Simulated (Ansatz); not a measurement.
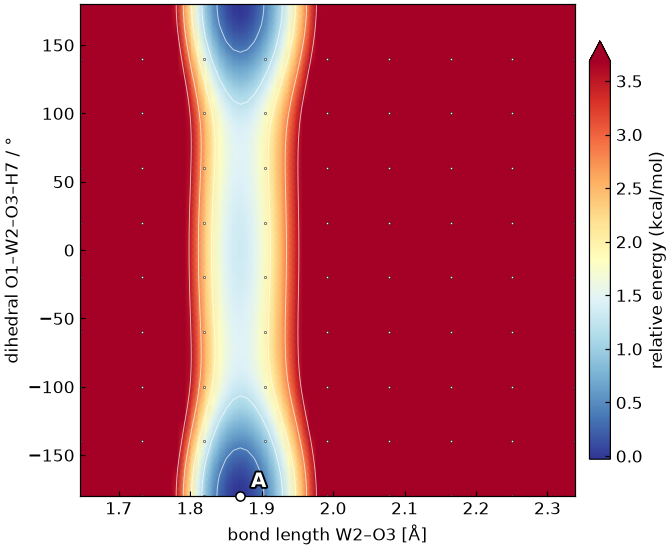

F₃HO₂W, SMILES [O]=[W]([OH])([F])([F])[F]. First axis: bond length W2–O3. Second axis: dihedral O1–W2–O3–H7. Nothing is relaxed (all other coordinates rigid). Grid: 9 × 9 points; 45 points were computed and 36 follow by symmetry. Energies are in kcal/mol, from the relaxed molecule at the same level. Method: RKS B3LYP-D4/def2-SVP in Ansatz.

The picture shows a smooth colour map with a few white contour lines, dots at the grid points, one colour for all values above the top of the scale, the point A. Between grid points the surface is interpolated.

### What is the easiest way out of the well at A, and how high is the barrier?

The easiest path leads from the well at about bond length W2–O3 = 1.87 Å, dihedral O1–W2–O3–H7 = −180° to its copy one period on. Its highest point lies about 1.5 kcal/mol above the bottom of the first well on the interpolated surface, at about bond length W2–O3 = 1.87 Å, dihedral O1–W2–O3–H7 = −70°. The start is the relaxed structure and all else is held, so a fully relaxed path at this level can only be lower. On the way the path dips through a shallower well, about 0.13 kcal/mol deep.

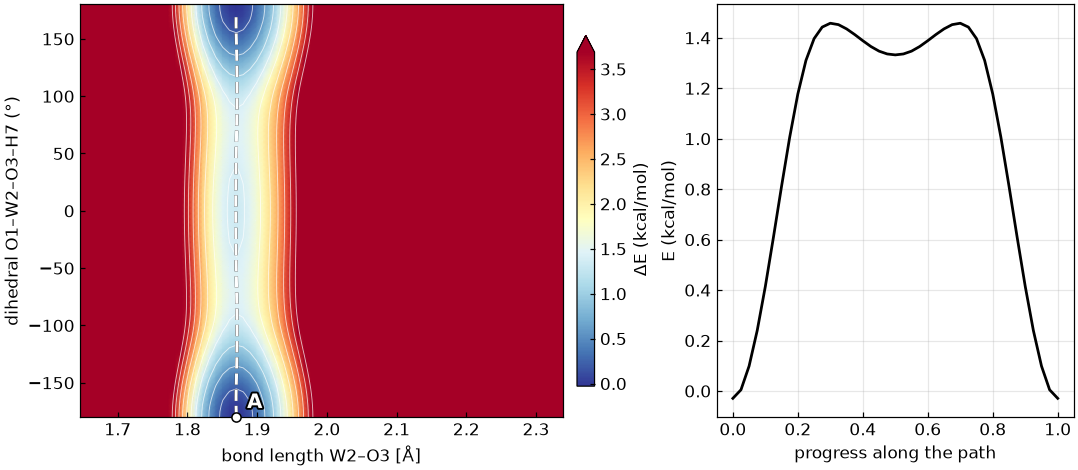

The picture shows a smooth colour map with a few white contour lines, a line along the lowest path, one colour for all values above the top of the scale, the energy along the path at the right. Between grid points the surface is interpolated.
